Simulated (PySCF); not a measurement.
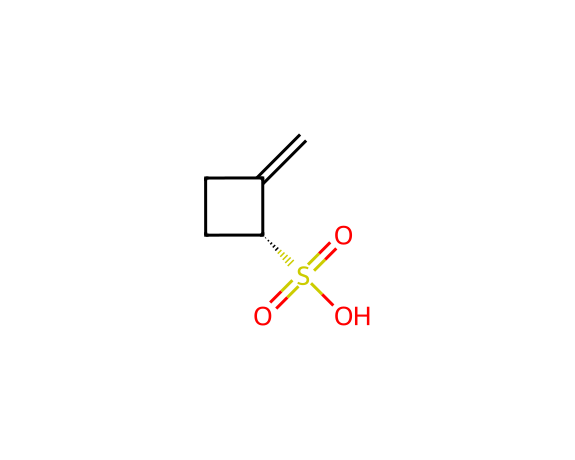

**Write the SMILES.**

C=C1CC[C@H]1S(=O)(=O)O

**What is the molecular formula?**

C5H8O3S.

**An optimisation with PBE0-D3(BJ)/def2-SVP gave a structure of which point group?**

C1.

More results for the same structure follow; atom numbers are the same in all pictures, views and colours differ. The computed structure is the end point of a PBE0-D3(BJ)/def2-SVP optimisation. No frequency run is at hand to confirm it as a minimum.

Geometry

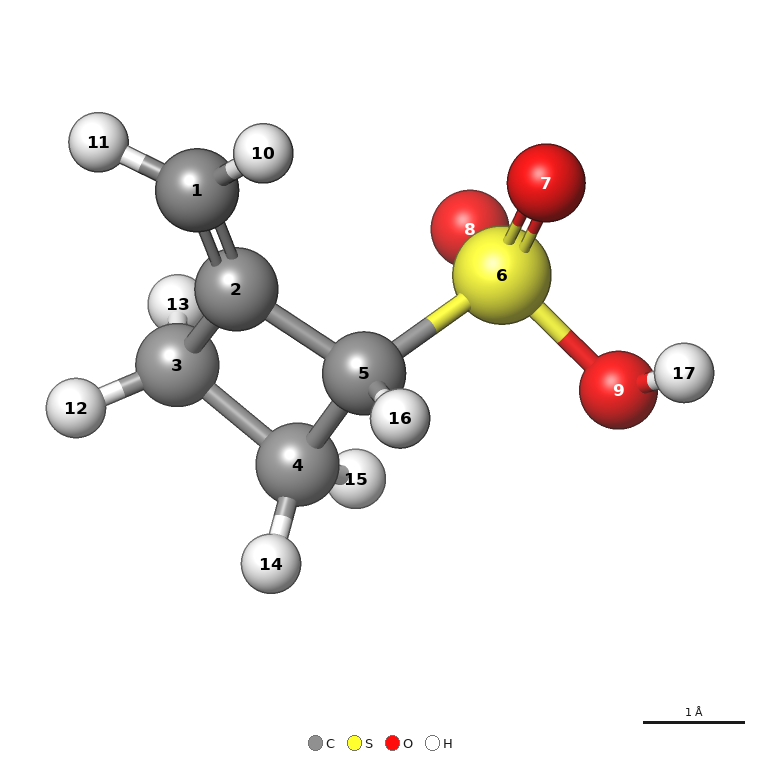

No frequency run is at hand to confirm it as a minimum.

List the bonds and their lengths. Leave out bonds to hydrogen.

```tsv
bond	length (Å)	order
C1–C2	1.329	double
C2–C3	1.512	single
C2–C5	1.515	single
C3–C4	1.548	single
C4–C5	1.544	single
C5–S6	1.788	single
S6–O7	1.454	double
S6–O8	1.447	double
S6–O9	1.630	single
```

NMR shielding

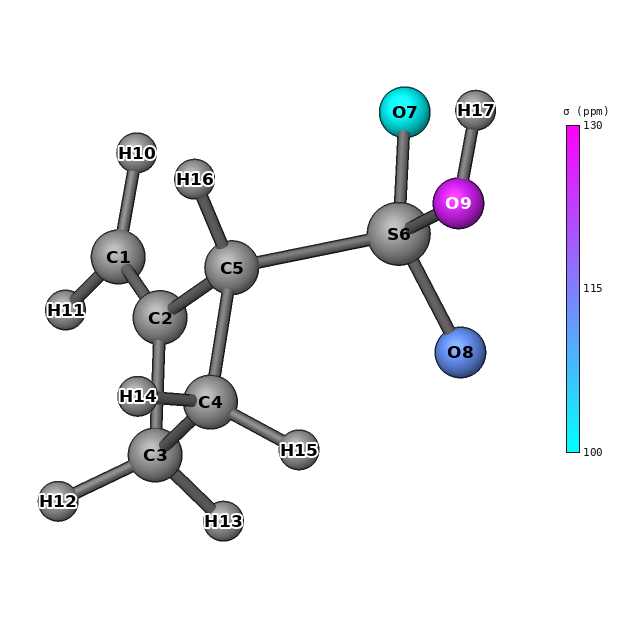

Atoms are coloured by their isotropic NMR shieldings (O only, the others grey). No frequency run is at hand to confirm it as a minimum. Method: GIAO ωB97X-D/pcSseg-1 NMR shielding, non-relativistic, gas phase (PySCF 2.14.0).

Give the isotropic NMR shieldings of the O atoms atom by atom.

```
atom  σ (ppm)
  O7    100.3
  O8    112.3
  O9    126.0
```

Polarisability

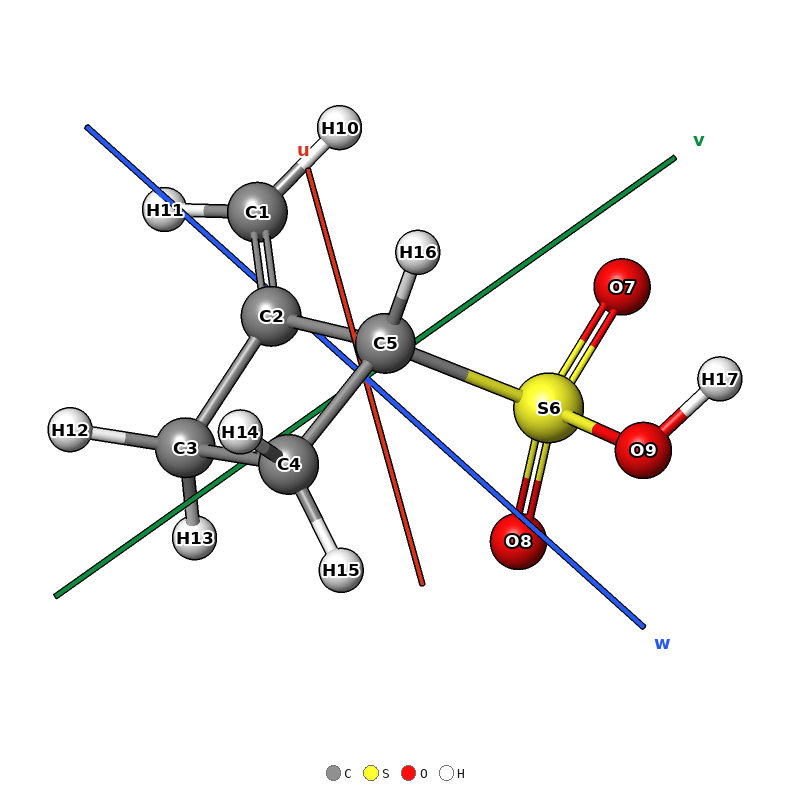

The lines u, v and w are the principal axes of the static dipole polarisability. No frequency run is at hand to confirm it as a minimum. Level of theory: B3LYP/def2-SVPD (PySCF 2.14.0).

**Along which axis is the molecule most polarisable, and along which least?**

Most along w (close to the long direction C1···O9), least along u.

**Give the three principal values.**

u 73.0, v 92.0, w 100.5 bohr³; mean 88.5, anisotropy 24.4 bohr³.

Ring current

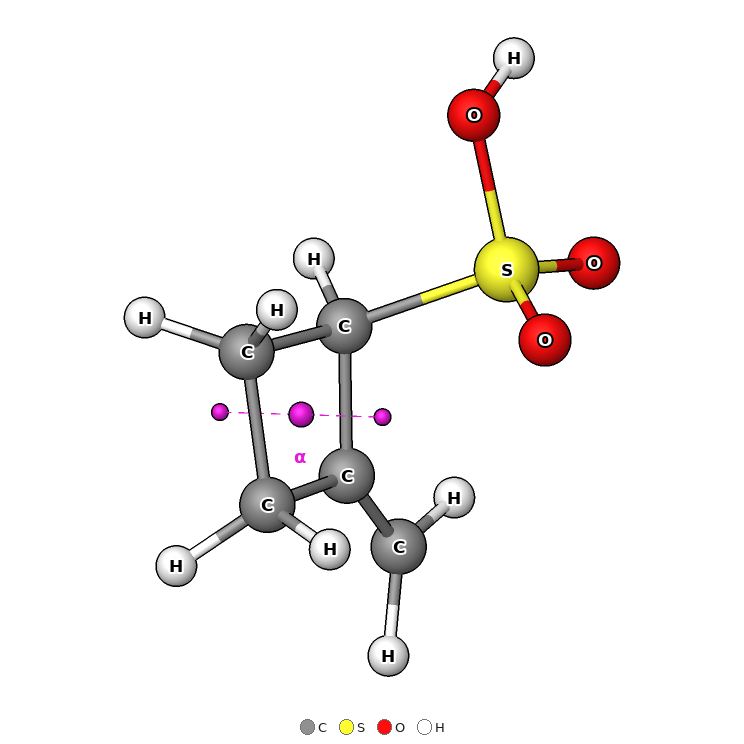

The small points mark where nucleus-independent chemical shifts (NICS) were computed: at the centre of each lettered ring and 1 Å above and below it. No frequency run is at hand to confirm it as a minimum. Method: GIAO ωB97X-D/pcSseg-1 NMR shielding, non-relativistic, gas phase (PySCF 2.14.0).

Give NICS(0), NICS(1) and the out-of-plane component NICS(1)zz for each ring (means of the two sides).

```csv
ring,members,NICS(0),NICS(1),NICS(1)zz
α,C4,2.5,−0.9,1.0
```

Values in ppm.

Charges

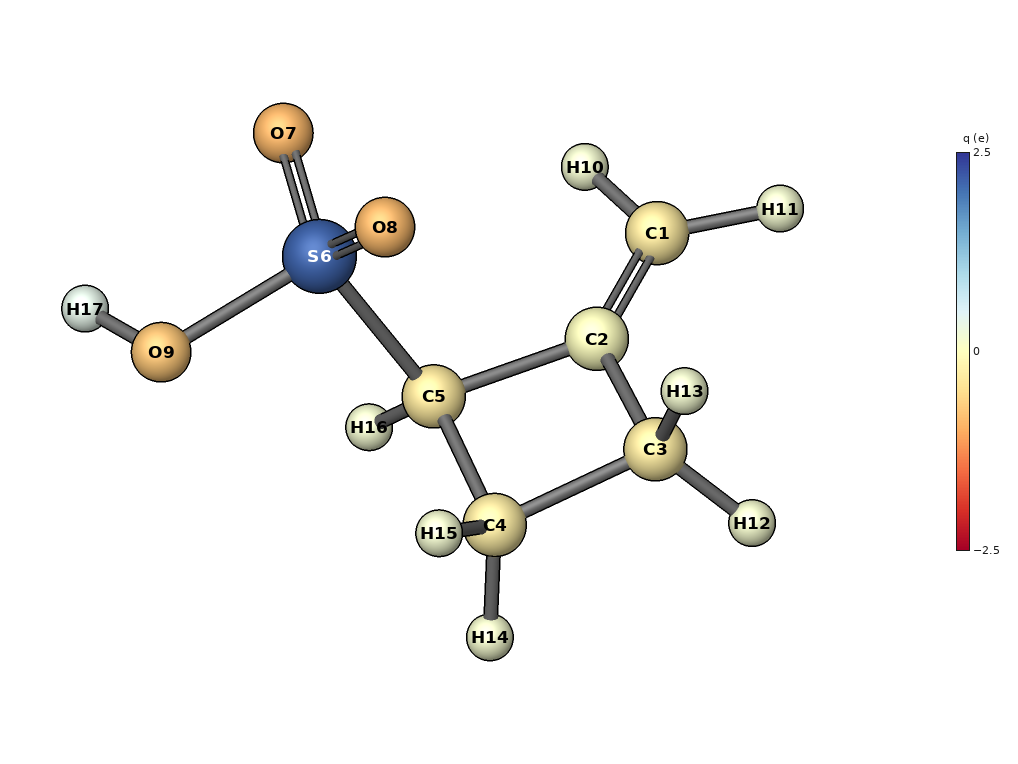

Atoms are coloured by their IAO charges. No frequency run is at hand to confirm it as a minimum. Method: PBE0/pcSseg-1, gas phase (PySCF 2.14.0).

**Which atom carries the highest charge (most positive or least negative)?**

S6 (2.12 e).

**And the lowest?**

O7 (−0.87 e).

Give the IAO charges atom by atom.

```csv
atom,value (e)
C1,−0.31
C2,0.01
C3,−0.27
C4,−0.26
C5,−0.33
S6,2.12
O7,−0.87
O8,−0.85
O9,−0.73
H10,0.16
H11,0.16
H12,0.15
H13,0.16
H14,0.15
H15,0.16
H16,0.17
H17,0.38
```
